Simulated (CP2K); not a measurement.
Consider piperazine at its PBE geometry (Å).

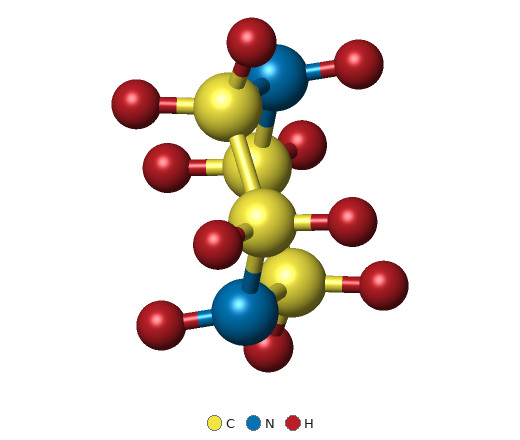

The molecule (carbon yellow, nitrogen blue, hydrogen red).

```xyz
16

C     1.4368    0.0475    0.0601
C     0.6584   -1.2784    0.0652
N    -0.6637   -1.1902   -0.5765
C    -1.4368   -0.0475   -0.0601
C    -0.6584    1.2784   -0.0652
N     0.6637    1.1902    0.5765
H     1.7373    0.2898   -0.9746
H     2.3622   -0.0424    0.6501
H     0.4996   -1.6032    1.1088
H     1.2361   -2.0722   -0.4332
H    -0.5374   -1.0775   -1.5865
H    -2.3622    0.0424   -0.6501
H    -1.7373   -0.2898    0.9746
H    -0.4996    1.6032   -1.1088
H    -1.2361    2.0722    0.4332
H     0.5374    1.0775    1.5865
```

Method: CP2K XAS_TDP, all-electron GAPW, PBEh(45%), aug-cc-pVDZ, TDA, GW2X-corrected core level, no relativity.

**Question.** Predict the bright core excitations at the C K edge.

Leading lines: C1 290.31 eV. The leading line of an atom is its first one with 35 % of the strongest within 2.5 eV of its lowest line over the strength cut. Core ionisation energies at this level: C1 292.35 eV.

The first six lines of each atom with a strength over 0.0015:

| atom | energy (eV) | states | strength, one atom | above the computed threshold |
| --- | --- | --- | --- | --- |
| C1 (bonded to C, N and 2 H), 4 alike | 290.31 | 1 | 0.0126 |  |
|  | 290.70 | 1 | 0.0151 |  |
|  | 291.33 | 1 | 0.0036 |  |
|  | 291.53 | 1 | 0.0040 |  |
|  | 291.81 | 1 | 0.0048 |  |
|  | 291.95 | 1 | 0.0071 |  |

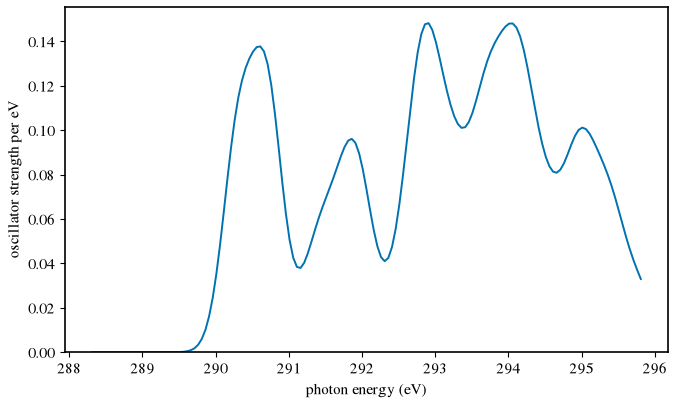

All atoms added, broadened by 0.5 eV.

Lines are vertical, at one geometry, with no vibrational structure. GW2X ionisation energies and lines can be off by 1 to 2 eV either way, and a good line position may hide errors that cancel. These values hold no scalar relativity, about 0.1 eV for C 1s. Rydberg lines, and the discretised continuum above threshold, depend on the basis and the box.

[Banner, clock and machine lines of the logs are left out without a mark of their own.]

[Logs are printed without paths, hosts, clocks, repeated set-up lines and the standing remarks that a program may print on its own settings, such as how far it seeks lower states.]

[Hosts, paths, dates, database ids (printed as entryN), source tags and the programs' standing remarks are cut or masked in the printed files.]
